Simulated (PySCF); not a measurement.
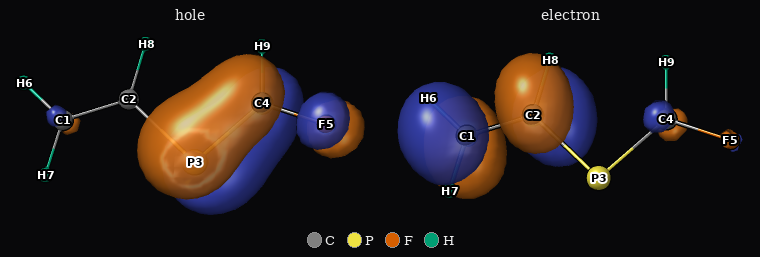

Figure. C₃H₄FP, SMILES `C=C/P=C/F`. Leading natural transition orbital pair of S₃ (TDA singlet states); the surfaces enclose about 70 % of each orbital's density.

Method: B3LYP/def2-SVP; geometry: GFN2-xTB; program: PySCF. No frequency check shows the geometry to be a minimum. GFN2-xTB bond lengths at metals and heavier atoms can be off by up to 0.1 Å and shapes distorted, which carries into these values. Without diffuse functions Rydberg states are missing, so the states' numbers hold for this basis only.

Give its energy, strength and character.

Answer. 5.93 eV (209 nm), f = 0.089, π → π*; the leading pair carries 75 %; hole on P3 (38 %), C4 (24 %) and C2 (12 %), electron on C1 (30 %), C2 (27 %) and P3 (18 %) (shares are of the whole state, not of the leading pair alone); their centroids lie 1.4 Å apart. In canonical orbitals it is mainly HOMO → LUMO+1 (59 %). The HOMO–LUMO gap is 4.79 eV.

Cost of the run: 5.8 min on 1 thread of Intel(R) Xeon(R) Processor @ 2.50GHz (Skylake/Cascade Lake), on a shared host, peak memory 0.52 GiB.
